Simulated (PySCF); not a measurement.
**RPA@SVWN5/cc-pVDZ (max memory mb 1860) run of H2S (hydrogen sulfide)**

Aim: the vertical ionisation energy of H2S (hydrogen sulfide) at RPA@SVWN5/cc-pVDZ (max memory mb 1860), from 2 runs. Input form: a Python script.

Program for the calculation: PySCF 2.14.0.

### 1 The structure to begin with

H2S: 3 atoms, total charge 0, spin state singlet. As SMILES, `S`. Geometry: relaxed at PBE0-D4/def2-TZVP.

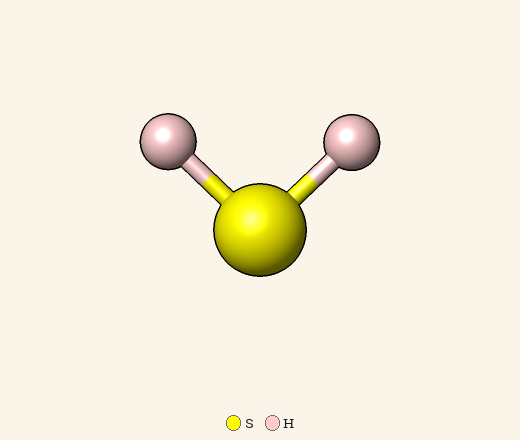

Viewed from a chosen angle; sulfur yellow, hydrogen pink.

### 2 A single-point energy at RPA@SVWN5/cc-pVDZ (max memory mb 1860)

File input.py:

```python
from pyscf import gto, dft
from pyscf.gw.rpa import RPA

mol = gto.Mole()
mol.atom = [
    ('S', (0.495500, -0.280600, 0.243900)),
    ('H', (0.097900, 0.997700, 0.162400)),
    ('H', (-0.593400, -0.717100, -0.406300)),
]
mol.charge = 0
mol.max_memory = 1860
mol.verbose = 3
mol.basis = 'cc-pvdz'
mol.build()

calc0 = dft.RKS(mol)
calc0.xc = 'svwn'
calc0.conv_tol = 1e-10
calc0.grids.level = 5
calc0.kernel()
if not calc0.converged:
    calc0 = calc0.newton().run(calc0.mo_coeff, calc0.mo_occ)

rpa = RPA(calc0, frozen=5)
rpa.kernel()
e_exx = calc0.to_hf().energy_tot(calc0.make_rdm1())
etot = e_exx + rpa.e_corr
print('E(%s) = %.9f' % ('SVWN5', etot))
```

Command:

```sh
OMP_NUM_THREADS=1 python input.py
```

The program printed:

```text
converged SCF energy = -397.991830019912
E(RPA) = -398.960430687526  E_corr = -0.256907966087192  E_hf = -398.703522721438
E(SVWN5) = -398.941217847
```

Run time: 1.7 s. Hardware: 1 thread of Arm Neoverse V1, shared host; peak memory 0.14 GiB.

### 3 The doublet cation

File input.py:

```python
from pyscf import gto, dft
from pyscf.gw.urpa import URPA

mol = gto.M(
    atom=[
    ('S', (0.495500, -0.280600, 0.243900)),
    ('H', (0.097900, 0.997700, 0.162400)),
    ('H', (-0.593400, -0.717100, -0.406300)),
],
    basis='cc-pvdz',
    charge=1,
    max_memory=1860,
    spin=1,
    verbose=3,
)

ks = dft.UKS(mol)
ks.xc = 'svwn'
ks.conv_tol = 1e-10
ks.grids.level = 5
ks.kernel()
if not ks.converged:
    ks = ks.newton().run(ks.mo_coeff, ks.mo_occ)

rpa = URPA(ks, frozen=5)
rpa.kernel()
e_exx = ks.to_hf().energy_tot(ks.make_rdm1())
e_final = e_exx + rpa.e_corr
print('E(%s) = %.9f' % ('SVWN5', e_final))
```

Command:

```sh
OMP_NUM_THREADS=1 python input.py
```

The program printed:

```text
converged SCF energy = -397.605417696689  <S^2> = 0.75176769  2S+1 = 2.0017669
E(URPA) = -398.590435415397  E_corr = -0.227307047926286  E_hf = -398.363128367471
E(SVWN5) = -398.571174686
```

Wall time 2.2 s (1 thread of Arm Neoverse V1, shared host); peak memory 0.14 GiB.

### 4 Summary of results

At RPA@SVWN5/cc-pVDZ (max memory mb 1860), 5 core orbitals frozen:

| quantity | value |
| --- | --- |
| singlet H2S: total energy | -398.94122 Eh |
| singlet H2S: dipole moment (SVWN5 Kohn–Sham density) | 1.35 D |
| singlet H2S: HOMO energy (SVWN5 Kohn–Sham orbitals) | -6.03 eV |
| singlet H2S: LUMO energy (SVWN5 Kohn–Sham orbitals) | -0.04 eV |
| singlet H2S: HOMO–LUMO gap (SVWN5 Kohn–Sham orbitals) | 5.98 eV |
| singlet H2S: RPA correlation energy (valence) | -256.9 mEh |
| doublet cation: total energy | -398.57117 Eh |
| doublet cation: HOMO energy (SVWN5 Kohn–Sham orbitals) (highest over α and β) | -16.63 eV |
| doublet cation: LUMO energy (SVWN5 Kohn–Sham orbitals) (lowest over α and β) | -14.98 eV |
| doublet cation: RPA correlation energy (valence) | -227.3 mEh |
| doublet cation: ⟨S²⟩ | 0.752 |
| vertical ionisation energy (to the doublet cation) | 10.069 eV |

**Reading.** The vertical ionisation energy comes to 10.07 eV (232 kcal/mol).
